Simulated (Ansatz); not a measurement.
# C2H4InN (SMILES C#[C][InH][NH2]): what the fields show

Input

```
crystal:
  periodic: [false, false, false]
  atoms:
    - {symbol: C, position_ang: [1.399231, 1.588464, -1.568373]}
    - {symbol: C, position_ang: [0.828981, 1.052096, -0.646818]}
    - {symbol: In, position_ang: [-0.150460, 0.145567, 0.959186]}
    - {symbol: N, position_ang: [-1.052207, -1.559991, 0.445763]}
    - {symbol: H, position_ang: [1.901474, 2.059275, -2.382758]}
    - {symbol: H, position_ang: [-0.215000, 0.730262, 2.553435]}
    - {symbol: H, position_ang: [-1.038224, -1.931837, -0.488780]}
    - {symbol: H, position_ang: [-1.581695, -2.140938, 1.072645]}
basis:
  gaussian: {orbitals: def2-TZVPP}
hamiltonian: {xc: pbe0, dispersion: d4}
output: {orbitals: {seedname: orbitals}}
```

Launched as:

```sh
ansatz run in.yaml --threads 2 --pin off --events-out ev --progress --plain --max-ram 4352MiB
```

Geometry: PBE0-D4/def2-TZVP; core potentials replace the inner electrons of In.

Level of theory: RKS PBE0-D4/def2-TZVPP in Ansatz.

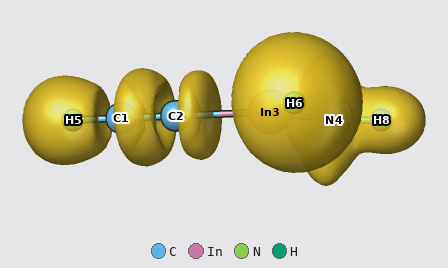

Figure 1. Isosurface of the ELF at 0.75 (yellow), seen from one side. Only the valence region is drawn (cores and ρ < 0.01 e/Å³ removed).

**Where are the electrons localised?**

The ELF exceeds this value in one region between bonded C–C atoms (shared pairs), two regions around hydrogen nuclei, one lobe of the valence shell of C pointing towards In (polar bonds) and one joined region spread over several atoms (H, N), in which their bonds and any lone pairs are merged. Profiles from the grid: C–C (1.21 Å): the ELF peaks at about 0.85 between the atoms (a multiple bond). In–N (2.00 Å): the ELF peaks at about 0.85 in the valence shell of N, 0.6 Å from its nucleus, and drops to about 0.15 between the two atoms.

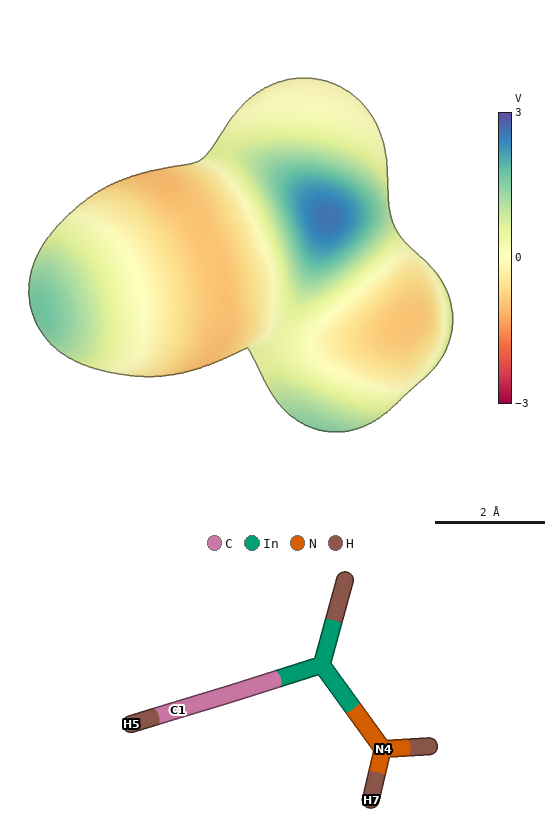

Figure 2. The molecular electrostatic potential painted on the density surface at 0.002 e/bohr³, seen at a tilt; the colour scale runs from red (negative) to blue (positive). The bare structure is drawn below in the same view.

**Which sites attract a positive test charge, and which a negative one?**

A positive charge is drawn to the negative regions and a negative charge to the positive ones. The most negative region (about −1.0 V) lies over C1 and C2, the most positive (about +2.5 V) over In3.

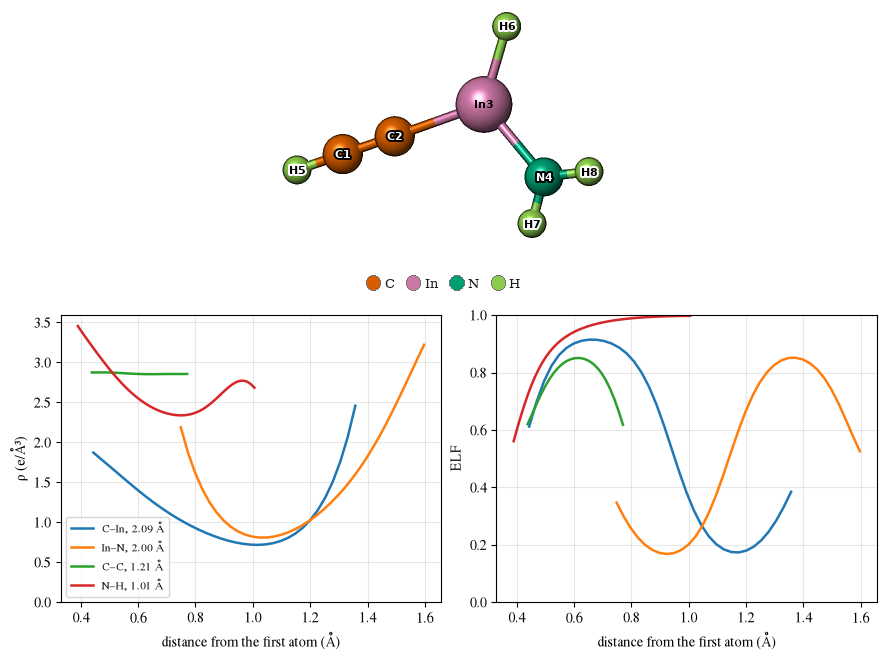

Figure 3. Electron density and ELF along straight lines between neighbouring atoms. The curves leave out the atomic cores. The structure is drawn too.

**Compare the contacts.**

C–In (2.09 Å): ρ is about 0.72 e/Å³ halfway; the ELF peaks at about 0.90 in the valence shell of C, 0.7 Å from its nucleus, and drops to about 0.15 between the two atoms.
In–N (2.00 Å): ρ is about 0.82 e/Å³ halfway; the ELF peaks at about 0.85 in the valence shell of N, 0.6 Å from its nucleus, and drops to about 0.15 between the two atoms.
C–C (1.21 Å): ρ at the midpoint is about 2.9 e/Å³; the ELF peaks at about 0.85 between the atoms; a multiple bond.
N–H (1.01 Å): the density is about 2.9 e/Å³ at the midpoint; the ELF climbs to about 1 towards the hydrogen, as it does in any bond to H: a covalent bond by its length.
